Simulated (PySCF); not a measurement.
## Electronic structure of C₄H₉ClO₂Si in real space

```xyz
17

C    -2.1678    0.1927    0.5740
C    -1.1311   -0.6255   -0.1905
O     0.0623   -0.8268    0.5842
C     0.9697    0.2193    0.4231
C     2.3564   -0.3503    0.7043
Cl    3.5444    0.9487    0.8167
O     0.9110    0.7414   -0.8681
Si   -0.3920    0.2567   -1.7291
H    -1.8167    1.2098    0.7354
H    -3.0925    0.2297    0.0045
H    -2.3649   -0.2611    1.5435
H    -1.5150   -1.6330   -0.3600
H     0.7548    1.0438    1.1282
H     2.6493   -1.0111   -0.1110
H     2.3448   -0.8896    1.6504
H    -1.1349    1.4373   -2.1386
H     0.0150   -0.6699   -2.7771
```

Geometry: GFN2-xTB.

All numbers below come from PySCF 2.14.0, wB97X-D/def2-SVPD, SCF density, gas phase.

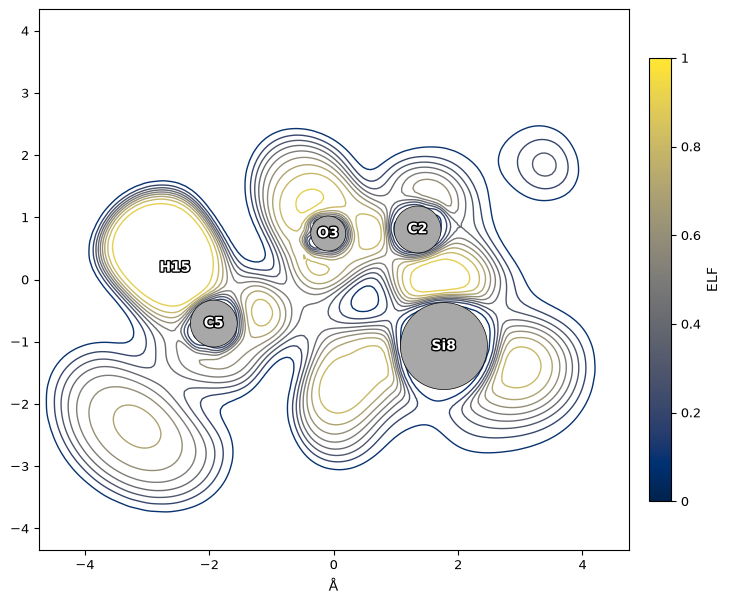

Figure 1. Electron localisation function on the plane of atoms O3, C2 and Si8. Grey discs cover the atomic cores.

Question: Read the bonding off the picture.

Answer: The plane passes through C, O, Si and H nuclei. C–Si (1.92 Å): the ELF peaks at about 1 between the atoms (a shared electron pair). C–H (1.09 Å): the ELF climbs to about 1 towards the hydrogen, as it does in any bond to H: a covalent bond by its length. C–O (1.44 Å): the ELF peaks at about 0.90 between the atoms; a polar covalent bond. The ELF also peaks beside O7 and O3, away from the bonds: lone-pair regions.

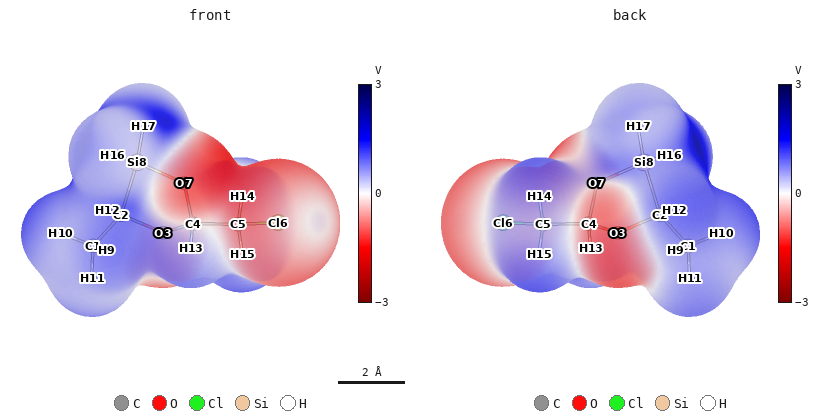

Figure 2. The molecular electrostatic potential painted on the density surface at 0.002 e/bohr³, seen from the front and from behind; red is negative and blue positive.

Question: Where is the surface potential most negative and most positive?

Answer: The most negative region (about −1.4 V, or −32 kcal/mol for a unit charge) lies over O7, the most positive (about +2.0 V, or +46 kcal/mol for a unit charge) over Si8. O7 is the likeliest acceptor of a hydrogen bond.

Question: How polar is the molecule by this calculation?

Answer: Its dipole moment is 3.23 D.
